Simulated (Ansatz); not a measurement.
**AlH4N: molecular dynamics**

The plan is to follow the molecule's vibrations and see whether its bonds hold. The start is relaxed first. Runs: 300 steps of 0.5 fs at constant energy, with velocities drawn for 1000 K.

Program: Ansatz 0.2.0. Level of theory: RKS r2SCAN/def2-SVP. These are calculated values, not measurements.

### Step 1. Starting point

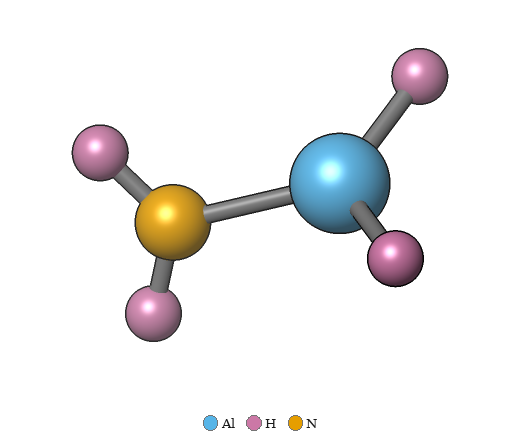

The starting structure, seen from a chosen angle (aluminium blue, hydrogen pink, nitrogen amber).

As a file:

```xyz
6

Al    0.0000    0.0000    0.0000
H     0.0000    0.0000    1.5600
H     1.3510    0.0000   -0.7800
N    -1.6627    0.0000   -0.9600
H    -2.3316   -0.8164   -0.8614
H    -1.9118    0.8164   -1.5886
```

### Step 2. Relaxing the start

input.yaml

```yaml
crystal:
  periodic: [false, false, false]
  atoms:
    - { symbol: Al, position_ang: [0.0, 0.0, 0.0] }
    - { symbol: H, position_ang: [0.0, 0.0, 1.56] }
    - { symbol: H, position_ang: [1.351, 0.0, -0.78] }
    - { symbol: "N", position_ang: [-1.6627, 0.0, -0.96] }
    - { symbol: H, position_ang: [-2.3316, -0.8164, -0.8614] }
    - { symbol: H, position_ang: [-1.9118, 0.8164, -1.5886] }
basis:
  gaussian: { orbitals: def2-SVP }
hamiltonian:
  xc: r2scan
relax:
  f_tol: 0.02
  max_steps: 40
```

On the command line:

```
$ ansatz run input.yaml --threads 1 --pin off --max-ram 2048MiB --backend cpu --events-out ev --progress --plain --runs-dir out
```

Standard output (excerpt; [...] marks lines left out):

```text
Warning: RAYON_NUM_THREADS=1 ignored (pool sized by the plan → 1); use --threads N
[...]
Functional definition: r2SCAN
[...]
597 factors; their error is unknown
[...]
mean field -8146.93067364 eV, -299.3941800684 hartree, gradient 6.7e-6 eV, S^2 0.000000; 0 other end points of the search recorded, 0 dependent functions left out
[...]
reference -8146.93068423 eV, -299.3941804574 hartree; 12, 12 occupied and 40, 40 virtual orbitals, 597 factors
relax step   1: F+E_penalty+E_count = -8146.93067364 eV  Δ(F+E_penalty+E_count) = +0.000e0 eV  max|allowed force component| = 2.201e0 eV/Å  Δτ_max = 0.0000 Å  (23 SCF iters, accepted)
[...]
relax step   5: F+E_penalty+E_count = -8147.67711085 eV  Δ(F+E_penalty+E_count) = -1.512e-2 eV  max|allowed force component| = 8.772e-2 eV/Å  Δτ_max = 0.0882 Å  (24 SCF iters, accepted)
[...]
relax step   6: F+E_penalty+E_count = -8147.67739340 eV  Δ(F+E_penalty+E_count) = -2.825e-4 eV  max|allowed force component| = 8.658e-3 eV/Å  Δτ_max = 0.0092 Å  (26 SCF iters, accepted)
597 factors; their error is unknown
[...]
mean field -8147.67739340 eV, -299.4216215132 hartree, gradient 9.5e-6 eV, S^2 0.000000; 1 other end points of the search recorded, 0 dependent functions left out
[...]
reference -8147.67740373 eV, -299.4216218928 hartree; 12, 12 occupied and 40, 40 virtual orbitals, 597 factors
Total energy: -8147.67740373 eV, -299.4216218928 hartree
Atom 0 at    -0.034624     0.000127    -0.020018 Å, force     0.007250    -0.001111     0.004285 eV/Å
Atom 1 at    -0.064790    -0.424181     1.508810 Å, force    -0.000569     0.000109    -0.001636 eV/Å
Atom 2 at     1.274431     0.424162    -0.810458 Å, force    -0.001821     0.000456     0.000238 eV/Å
Atom 3 at    -1.570774    -0.000368    -0.907048 Å, force    -0.008658     0.001228    -0.004346 eV/Å
Atom 4 at    -2.474634    -0.251333    -0.516487 Å, force     0.003982     0.001783    -0.002517 eV/Å
Atom 5 at    -1.684708     0.251593    -1.884799 Å, force    -0.000184    -0.002466     0.003977 eV/Å
Dipole moment:    -0.290629     0.000489    -0.167673 e Å
```

Run time: 13 s. Hardware: 1 thread of Arm Neoverse V2, shared host; peak memory 0.12 GiB.

The steps of the relaxation:

```
step  energy from step 1 (eV)  largest force component (eV/Å)
   1                   0.0000                          2.2007
   2                  -0.3941                          1.1176
   3                  -0.6114                          0.6467
   4                  -0.7313                          0.2211
   5                  -0.7464                          0.0877
   6                  -0.7467                          0.0087
```

Step 1 is the start.

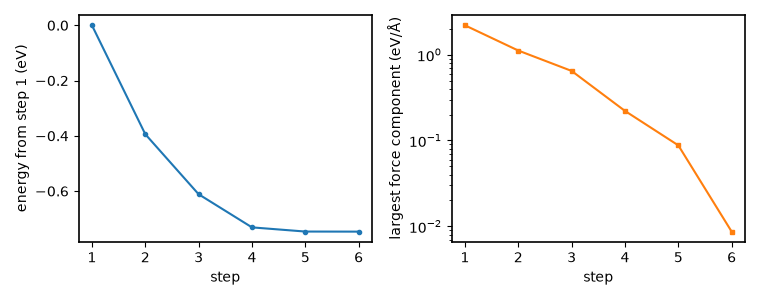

How energy and force went from step to step.

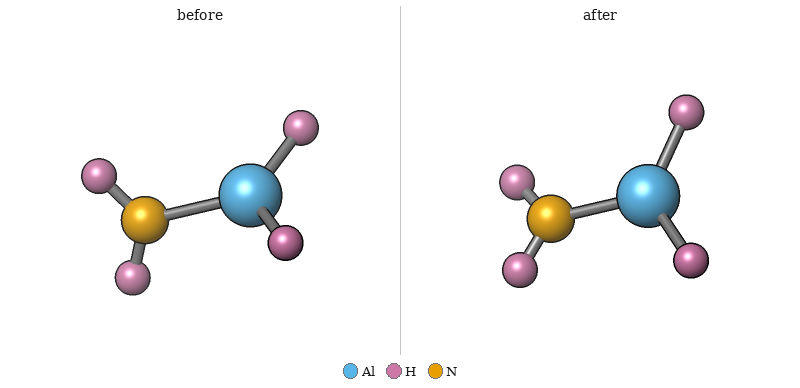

Before and after, at one scale.

After: Bond lengths: Al1–H2 1.587 Å, Al1–H3 1.587 Å, Al1–N4 1.774 Å, N4–H5 1.016 Å, N4–H6 1.016 Å. Angles: H2–Al1–H3 124.5°, H2–Al1–N4 117.7°, H3–Al1–N4 117.7°, Al1–N4–H5 125.3°, Al1–N4–H6 125.3°, H5–N4–H6 109.4°.

### Step 3. The run

300 steps of 0.5 fs at constant energy, with velocities drawn for 1000 K, from the relaxed start.

input.yaml

```yaml
crystal:
  periodic: [false, false, false]
  atoms:
    - { symbol: Al, position_ang: [-0.034624, 0.000127, -0.020018] }
    - { symbol: H, position_ang: [-0.06479, -0.424181, 1.50881] }
    - { symbol: H, position_ang: [1.274431, 0.424162, -0.810458] }
    - { symbol: "N", position_ang: [-1.570774, -0.000368, -0.907048] }
    - { symbol: H, position_ang: [-2.474634, -0.251333, -0.516487] }
    - { symbol: H, position_ang: [-1.684708, 0.251593, -1.884799] }
basis:
  gaussian: { orbitals: def2-SVP }
hamiltonian:
  xc: r2scan
md:
  timestep: 0.5
  n_steps: 300
  ensemble: nve
  temperature: 1000.0
  initial_velocities: maxwell_boltzmann
  seed: 951649
```

On the command line:

```
$ ansatz run input.yaml --threads 1 --pin off --max-ram 2048MiB --backend cpu --events-out ev --progress --plain --runs-dir out
```

Standard output (excerpt; [...] marks lines left out):

```text
Warning: RAYON_NUM_THREADS=1 ignored (pool sized by the plan → 1); use --threads N
[...]
[... 1 set-up line as earlier in the session ...]
[...]
597 factors; their error is unknown
[...]
mean field -8147.67739204 eV, -299.4216214632 hartree, gradient 4.9e-6 eV, S^2 0.000000; 0 other end points of the search recorded, 0 dependent functions left out
[...]
reference -8147.67740236 eV, -299.4216218428 hartree; 12, 12 occupied and 40, 40 virtual orbitals, 597 factors
md step     0: t =     0.00 fs  T =  1000.0 K  F+E_penalty+E_count = -8147.67739204 eV  E_kin = 0.517040 eV  conserved = -8147.16035204 eV  (23 SCF iters)
[...]
md step    20: t =    10.00 fs  T =   373.6 K  F+E_penalty+E_count = -8147.35320719 eV  E_kin = 0.193170 eV  conserved = -8147.16003732 eV  (27 SCF iters)
[...]
md step    40: t =    20.00 fs  T =   280.6 K  F+E_penalty+E_count = -8147.30500351 eV  E_kin = 0.145095 eV  conserved = -8147.15990873 eV  (27 SCF iters)
[...]
md step    60: t =    30.00 fs  T =   604.1 K  F+E_penalty+E_count = -8147.47212076 eV  E_kin = 0.312340 eV  conserved = -8147.15978099 eV  (27 SCF iters)
[...]
md step    80: t =    40.00 fs  T =   700.0 K  F+E_penalty+E_count = -8147.52172136 eV  E_kin = 0.361919 eV  conserved = -8147.15980246 eV  (27 SCF iters)
md step    81: t =    40.50 fs  T =   695.2 K  F+E_penalty+E_count = -8147.51924950 eV  E_kin = 0.359443 eV  conserved = -8147.15980664 eV  (27 SCF iters)
md step    82: t =    41.00 fs  T =   693.6 K  F+E_penalty+E_count = -8147.51849993 eV  E_kin = 0.358637 eV  conserved = -8147.15986288 eV  (27 SCF iters)
```

### Step 4. More of the same log: dynamics from the start

The log, continued (excerpt; [...] marks lines left out):

```text
md step    83: t =    41.50 fs  T =   693.6 K  F+E_penalty+E_count = -8147.51856026 eV  E_kin = 0.358599 eV  conserved = -8147.15996164 eV  (27 SCF iters)
[...]
md step   109: t =    54.50 fs  T =   179.0 K  F+E_penalty+E_count = -8147.25215075 eV  E_kin = 0.092562 eV  conserved = -8147.15958902 eV  (27 SCF iters)
[...]
md step   135: t =    67.50 fs  T =   713.6 K  F+E_penalty+E_count = -8147.52902572 eV  E_kin = 0.368953 eV  conserved = -8147.16007266 eV  (26 SCF iters)
[...]
md step   161: t =    80.50 fs  T =   565.4 K  F+E_penalty+E_count = -8147.45241362 eV  E_kin = 0.292331 eV  conserved = -8147.16008278 eV  (27 SCF iters)
[...]
md step   185: t =    92.50 fs  T =   313.1 K  F+E_penalty+E_count = -8147.32156724 eV  E_kin = 0.161864 eV  conserved = -8147.15970348 eV  (27 SCF iters)
md step   186: t =    93.00 fs  T =   331.8 K  F+E_penalty+E_count = -8147.33134663 eV  E_kin = 0.171531 eV  conserved = -8147.15981517 eV  (27 SCF iters)
```

### Step 5. The log goes on: dynamics from the start

Output, continued (excerpt; [...] marks lines left out):

```text
md step   187: t =    93.50 fs  T =   352.7 K  F+E_penalty+E_count = -8147.34231517 eV  E_kin = 0.182365 eV  conserved = -8147.15995035 eV  (27 SCF iters)
[...]
md step   208: t =   104.00 fs  T =   688.2 K  F+E_penalty+E_count = -8147.51605632 eV  E_kin = 0.355810 eV  conserved = -8147.16024594 eV  (25 SCF iters)
[...]
md step   229: t =   114.50 fs  T =   552.2 K  F+E_penalty+E_count = -8147.44542340 eV  E_kin = 0.285485 eV  conserved = -8147.15993825 eV  (24 SCF iters)
[...]
md step   250: t =   125.00 fs  T =   295.7 K  F+E_penalty+E_count = -8147.31245348 eV  E_kin = 0.152902 eV  conserved = -8147.15955186 eV  (27 SCF iters)
[...]
md step   298: t =   149.00 fs  T =   446.1 K  F+E_penalty+E_count = -8147.39039066 eV  E_kin = 0.230672 eV  conserved = -8147.15971849 eV  (27 SCF iters)
md step   299: t =   149.50 fs  T =   431.8 K  F+E_penalty+E_count = -8147.38300449 eV  E_kin = 0.223277 eV  conserved = -8147.15972719 eV  (27 SCF iters)
[...]
md step   300: t =   150.00 fs  T =   422.0 K  F+E_penalty+E_count = -8147.37794232 eV  E_kin = 0.218182 eV  conserved = -8147.15976081 eV  (25 SCF iters)
Total energy: -8147.37795256 eV, -299.4106172654 hartree
Atom 0 at    -0.049835    -0.015971    -0.022939 Å, force     1.585901     0.165745    -0.588560 eV/Å
Atom 1 at     0.189336    -0.541129     1.416041 Å, force    -0.438177    -0.170937     0.615635 eV/Å
Atom 2 at     1.409032     0.281653    -0.738167 Å, force    -0.755121     0.151839     0.026862 eV/Å
Atom 3 at    -1.593697     0.084139    -0.891292 Å, force     0.281828    -0.419828     0.463251 eV/Å
Atom 4 at    -2.242673    -0.649811    -0.626852 Å, force    -0.510957     0.125461    -0.025535 eV/Å
Atom 5 at    -1.579692     0.166132    -1.894701 Å, force    -0.163475     0.147721    -0.491654 eV/Å
Dipole moment:    -0.319679    -0.130606    -0.188487 e Å
```

It took 8.9 min on 1 thread of Arm Neoverse V2, shared host; peak memory 0.099 GiB.

### Step 6. Frames and traces

One step in 16; energies are changes from step 0:

```
time (fs)  T (K)  potential energy change (meV/atom)  total energy change (meV/atom)
      0.0   1000                                 0.0                            0.00
      8.0    524                                41.1                            0.08
     16.0    177                                71.0                            0.07
     24.0    503                                42.9                            0.05
     32.0    630                                32.0                            0.11
     40.0    700                                25.9                            0.09
     48.0    317                                59.0                            0.10
     56.0    193                                69.6                            0.11
     64.0    556                                38.4                            0.11
     72.0    667                                28.8                            0.07
     80.0    583                                36.0                            0.04
     88.0    373                                54.1                            0.08
     96.0    394                                52.3                            0.07
    104.0    688                                26.9                            0.02
    112.0    681                                27.5                            0.05
    120.0    422                                49.9                            0.07
    128.0    396                                52.1                            0.06
    136.0    571                                37.1                            0.08
    144.0    557                                38.3                            0.10
    150.0    422                                49.9                            0.10
```

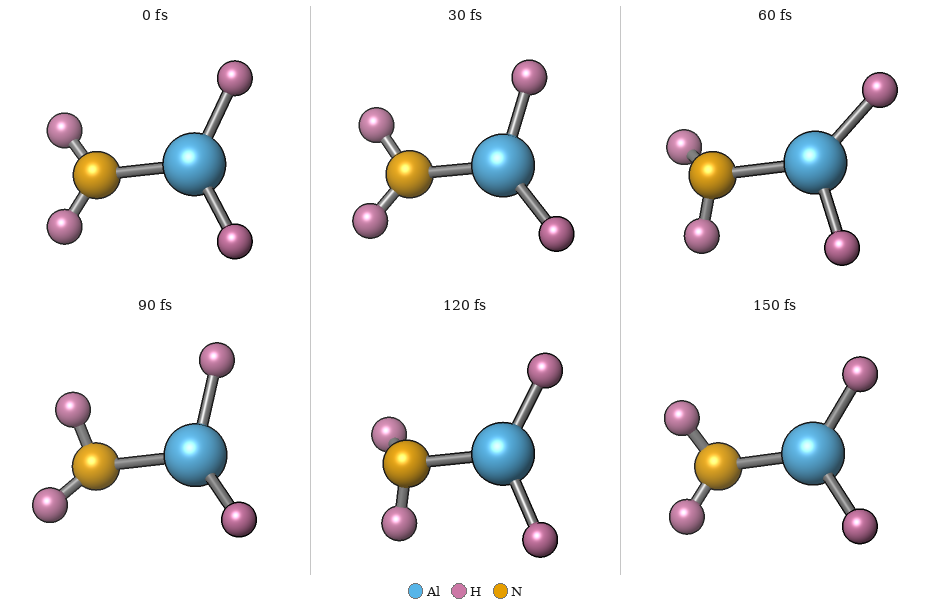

The system at six times, viewed from a chosen angle. Sticks join atoms within a bonding distance in each frame.

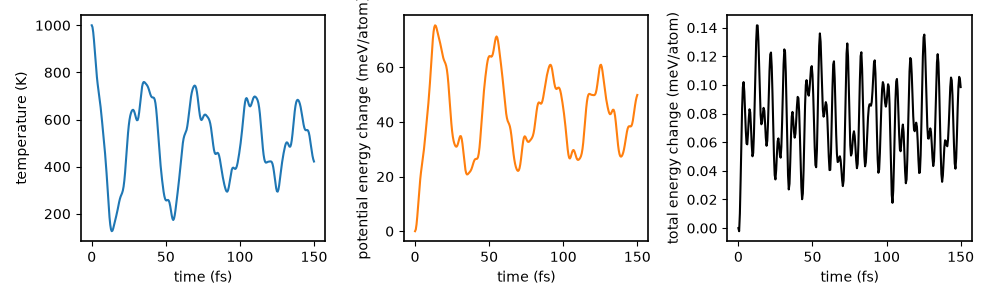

Traces against time; each panel has its own scale.

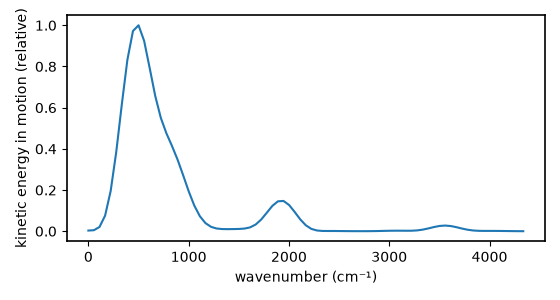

Power spectrum of the mass-weighted velocities; a run of 150 fs resolves no finer than about 440 cm⁻¹.

Maxima of the velocity power spectrum (cm⁻¹, relative height; resolution about 440 cm⁻¹): 500 (100), 1950 (15).

### Step 7. Snapshots as a file

Extended XYZ, with forces in eV/Å:

```xyz
6
time_fs=19.0 T=263 dE=0.3815
Al   -0.004   -0.018   -0.037   -1.604    0.514    0.466
H    -0.385   -0.246    1.524    0.268   -0.192   -0.352
H     1.423    0.443   -0.441    0.390    0.045   -0.416
N    -1.630    0.068   -0.909    1.594   -0.531    0.334
H    -2.153   -0.643   -0.405   -0.687    0.045    0.016
H    -1.841   -0.029   -1.899    0.040    0.119   -0.048
6
time_fs=37.5 T=744 dE=0.1328
Al   -0.048    0.020   -0.029    0.558   -0.943    1.581
H    -0.121   -0.592    1.493    0.108    0.461   -0.474
H     1.252    0.262   -0.823    0.546    0.257   -0.295
N    -1.543   -0.029   -0.890   -1.043    0.412   -0.952
H    -2.478   -0.047   -0.512   -0.233   -0.198    0.271
H    -1.629    0.242   -1.865    0.065    0.011   -0.132
6
time_fs=56.0 T=193 dE=0.4178
Al   -0.025    0.003    0.020   -1.281   -0.360   -0.154
H     0.400   -0.353    1.577   -0.552    0.124   -0.695
H     1.046    0.383   -1.017    0.747    0.150   -0.367
N    -1.620   -0.058   -0.971    1.650    0.302    1.363
H    -2.523    0.224   -0.619   -0.514   -0.190    0.185
H    -1.453    0.478   -1.817   -0.050   -0.026   -0.333
6
time_fs=75.0 T=607 dE=0.2036
Al   -0.052   -0.019   -0.041    1.163    0.159    2.446
H    -0.113   -0.182    1.610    0.108   -0.110   -0.816
H     1.225    0.387   -0.811    0.521    0.073   -0.343
N    -1.545    0.041   -0.865   -1.554   -0.409   -1.229
H    -2.413   -0.433   -0.646   -0.175    0.139    0.283
H    -1.530    0.163   -1.870   -0.064    0.149   -0.341
6
time_fs=94.0 T=372 dE=0.3250
Al    0.000    0.002   -0.022   -1.681   -0.511   -0.306
H    -0.370   -0.531    1.476    0.327    0.323   -0.381
H     1.461    0.178   -0.603   -0.043    0.215   -0.065
N    -1.627    0.062   -0.927    1.329   -0.566    0.973
H    -2.260   -0.519   -0.375   -0.225    0.218    0.137
H    -1.940   -0.051   -1.882    0.292    0.321   -0.358
6
time_fs=112.5 T=669 dE=0.1712
Al   -0.051   -0.006   -0.038    1.736   -0.085    1.110
H    -0.041   -0.496    1.493   -0.112    0.065   -0.214
H     1.355    0.476   -0.676   -0.391   -0.149   -0.089
N    -1.554   -0.030   -0.895   -0.830    0.573   -0.675
H    -2.413    0.159   -0.397   -0.392   -0.318    0.192
H    -1.643    0.430   -1.794   -0.012   -0.086   -0.324
6
time_fs=131.0 T=498 dE=0.2600
Al   -0.023   -0.026    0.004   -0.922    0.542   -1.293
H     0.113   -0.400    1.529    0.105   -0.121    0.033
H     0.976    0.590   -1.122    0.193   -0.326    0.618
N    -1.592   -0.003   -0.926    0.687    0.189    0.790
H    -2.576    0.041   -0.695   -0.130   -0.318    0.296
H    -1.481    0.515   -1.788    0.068    0.035   -0.444
6
time_fs=150.0 T=422 dE=0.2994
Al   -0.050   -0.016   -0.023    1.586    0.166   -0.589
H     0.189   -0.541    1.416   -0.438   -0.171    0.616
H     1.409    0.282   -0.738   -0.755    0.152    0.027
N    -1.594    0.084   -0.891    0.282   -0.420    0.463
H    -2.243   -0.650   -0.627   -0.511    0.126   -0.025
H    -1.580    0.166   -1.895   -0.164    0.148   -0.492
```

### Step 8. What came out

```
                          quantity                          value
           relaxation of the start        5 moves, 0.747 eV lower
                            length            300 steps of 0.5 fs
  temperature, first and last step                 1000 and 422 K
          temperature, second half  mean 505 K, from 294 to 698 K
     potential energy, second half    +43 meV/atom from the start
largest change of the total energy                  0.14 meV/atom
            bonds formed or broken                              0
```

**Reading.** The temperature starts at 1000 K and averages 505 K in the second half, where it ranges from 294 to 698 K. About half is expected from a start at a minimum: kinetic energy passes into potential energy until both shares match. The total energy strays from its start by at most 0.14 meV/atom, 0.3 % of the mean kinetic energy, so a step of 0.5 fs is short enough over this time. The bonding pattern survives the run. 150 fs on 6 atoms is far too short and small for converged averages. The nuclei move classically, without zero-point motion, which matters most for hydrogen.
